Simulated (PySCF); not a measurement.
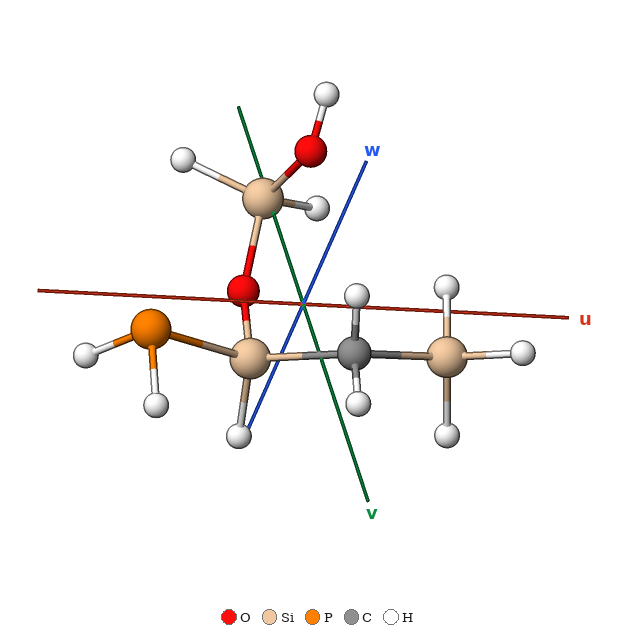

The lines u, v and w are the principal axes of the static dipole polarisability. Computed geometry: GFN2-xTB optimisation. No frequency run is at hand to confirm it as a minimum. Method: B3LYP/def2-SVPD (PySCF 2.14.0).

Question. Along which axis is the molecule most polarisable, and along which least?

Answer. Most along u, least along w.

Question. Give the three principal values.

Answer. u 145.8, v 118.4, w 107.5 bohr³; mean 123.9, anisotropy 34.2 bohr³.

The geometry is semi-empirical. Around P, Si such bond lengths and angles can be off by a tenth of an ångström or more and by several degrees, and values that hang on the shape move with them.
